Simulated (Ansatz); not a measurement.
Single-point calculation, with input and output: C2HO (charge −1)

- system: C2HO, charge −1, SMILES C#C[O-]
- method: RKS PBE0-D4/def2-TZVPPD (Ansatz 0.2.0)

The geometry: a frame of the PBE0-D4/def2-SVPD trajectory. Figures and captions count atoms from 1; the log counts them from 0 in places.

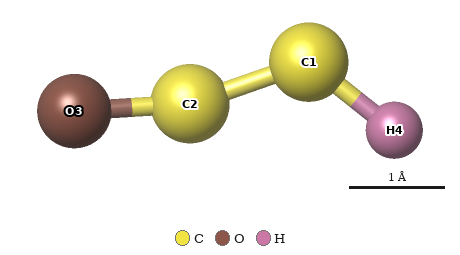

Figure 1. The input geometry (ball-and-stick view, seen on its broad side; atoms are numbered from 1 in the order of the input). Bond lengths as drawn: C–C 1.33 Å, C–H 1.15 Å and C–O 1.23 Å.

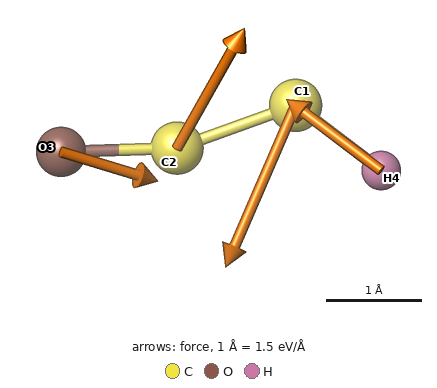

Figure 2. Forces on the atoms as orange arrows (ball-and-stick view, seen at a tilt; atoms are numbered from 1 in the order of the input). The largest act on C1 (2.80 eV/Å); C2 (2.38 eV/Å); H4 (1.93 eV/Å); O3 (1.73 eV/Å). The geometry is not a stationary point of this energy.

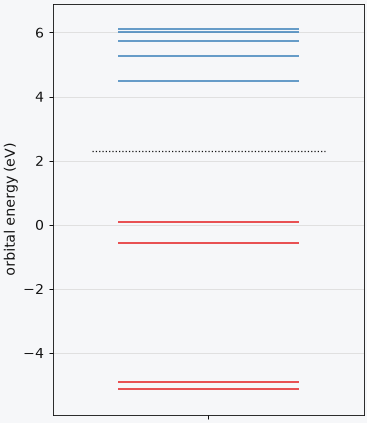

Figure 3. Orbital energies near the frontier; the dotted line parts filled from empty levels, and levels within 0.02 eV of each other stand side by side. Highest filled 0.09 eV, lowest empty 4.48 eV, 4.39 eV apart.

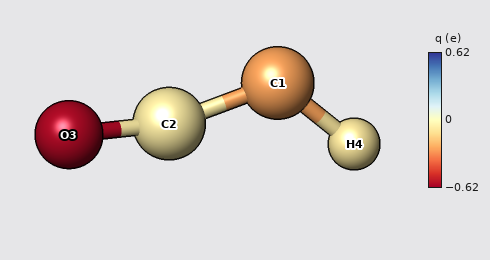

Figure 4. Mulliken charges, as the colour of each atom (ball-and-stick view, seen at a tilt; atoms are numbered from 1 in the order of the input). By element: C −0.26 to −0.07, O −0.59 and H −0.08 e.

The input and output of the run follow.

Input file:
```yaml
crystal:
  periodic: [false, false, false]
  atoms:
    - {symbol: C, position_ang: [-0.546719, 0.500073, -0.128800]}
    - {symbol: C, position_ang: [0.296066, -0.473522, 0.190546]}
    - {symbol: O, position_ang: [1.133154, -1.133774, 0.803747]}
    - {symbol: H, position_ang: [-0.764970, 0.785678, -1.221793]}
basis:
  gaussian: {orbitals: "def2-TZVPPD.json"}
total_charge: -1
hamiltonian: {xc: pbe0, dispersion: d4}
output: {forces: true, orbitals: {seedname: orbitals}}
```

Launched with:
```bash
ansatz run in.yaml --threads 2 --pin off --events-out ev --progress --plain --max-ram 3481MiB
```

The program's output:
```
Functional definition: PBE0
  name "PBE0"
  cite "Adamo & Barone, J. Chem. Phys. 110, 6158 (1999) doi:10.1063/1.478522"
  cite "Perdew, Burke & Ernzerhof, Phys. Rev. Lett. 77, 3865 (1996) doi:10.1103/PhysRevLett.77.3865"
  parent pbe
  parameter a = 0.25
  parameter kappa = 0.804
  parameter beta = 0.06672455060314922
  exchange = (1 - a)*pbe_x(kappa = kappa, mu = beta*pi^2/3) + a*exact_x
  correlation = pbe_c(beta = beta)
591 factors; their error is unknown
mean field evaluation 1: about -4128.3119 eV, gradient 4.3e1 eV
mean field evaluation 2: about -4103.4782 eV, gradient 1.0e2 eV
mean field evaluation 4: about -4132.8182 eV, gradient 4.5e0 eV
mean field evaluation 8: about -4132.8683 eV, gradient 9.9e-2 eV
mean field evaluation 16: about -4132.8825 eV, gradient 2.7e-5 eV
mean field -4132.88247469 eV, -151.8806295763 hartree, gradient 2.7e-5 eV, S^2 0.000000; 0 other end points of the search recorded, 0 dependent functions left out
the calculation of the forces begins
reference -4132.88250818 eV, -151.8806308073 hartree; 11, 11 occupied and 120, 120 virtual orbitals, 591 factors
Total energy: -4132.92770164 eV, -151.8822916364 hartree
Atom 0 at    -0.546719     0.500073    -0.128800 Å, force     1.309551    -1.971464    -1.499153 eV/Å
Atom 1 at     0.296066    -0.473522     0.190546 Å, force    -0.297018     2.231046     0.777867 eV/Å
Atom 2 at     1.133154    -1.133774     0.803747 Å, force    -1.295883     0.289987    -1.112244 eV/Å
Atom 3 at    -0.764970     0.785678    -1.221793 Å, force     0.283351    -0.549570     1.833530 eV/Å
Dipole moment:     0.259731    -0.235741    -0.144341 e Å
```

Results in brief:

- outcome: converged
- total energy: −4132.9277 eV
- mean-field energy: −4132.8825 eV
- dispersion energy: −0.0452 eV
- SCF solution under orbital rotations: stable
- HOMO: 0.09 eV
- LUMO: 4.48 eV
- largest force (length of the vector): 2.802 eV/Å
- hardware: 2 threads of AMD EPYC, 180 GiB of memory available, shared host
- wall time: 4.8 s (CPU time 5.3 s)
- peak memory: 0.18 GiB

Remarks:

The highest filled orbital lies above zero: either the extra electron isn't bound at this level, or the self-interaction error of the functional lifts the level.
